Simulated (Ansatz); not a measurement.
Band structure of Cu3Rh (P6_3/mmc, 8 atoms in the cell).

```
CELL_PARAMETERS angstrom
      5.26481     0.00000     0.00000
     -2.63240     4.55946     0.00000
      0.00000     0.00000     4.25455
ATOMIC_POSITIONS crystal
  Cu 0.32784 0.16392 0.75000
  Cu 0.67216 0.83608 0.25000
  Cu 0.16392 0.32784 0.25000
  Cu 0.83608 0.67216 0.75000
  Cu 0.83608 0.16392 0.75000
  Cu 0.16392 0.83608 0.25000
  Rh 0.66667 0.33333 0.25000
  Rh 0.33333 0.66667 0.75000
```

Method of the run: PBEsol, PAW files made with PBE (plane waves; Ansatz, a first-principles code).

Settings: kpoints.mp_grid.grid = 5 5 5; hamiltonian.xc = pbesol; hamiltonian.pseudopotentials = {kind: paw} (the program's default PAW files); scf.occupations.method = gaussian; scf.occupations.width = 0.05 eV; kpoints.band_path.npoints = 8.

The starting cell comes from a database of computed structures (which also holds hypothetical and non-ambient phases and stackings), without a prior relaxation at this level. Its lattice was rescaled by a random factor within 2.5 % of one. Spin polarisation is off.

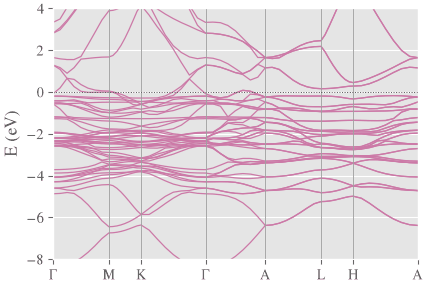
Fig. 1. Bands along the path, energies from the Fermi level.

Levels in eV from the Fermi level, bands 71 to 78:
```csv
point,71,72,73,74,75,76,77,78
Γ,-0.42,-0.19,-0.19,-0.08,1.29,1.29,1.65,2.82
M,-0.48,-0.35,-0.27,0.00,0.05,1.68,3.89,4.33
K,-0.59,-0.59,-0.45,-0.45,-0.29,4.16,4.63,4.63
A,-0.24,-0.24,-0.24,-0.24,1.16,1.16,1.65,1.65
L,-0.70,-0.70,-0.19,-0.19,0.16,0.16,2.19,2.19
H,-0.59,-0.59,-0.33,-0.33,0.29,0.29,0.45,0.45
```

Bands cross the Fermi level along this path, so the cell is metallic at this level.

Keys are those of Ansatz 0.2.
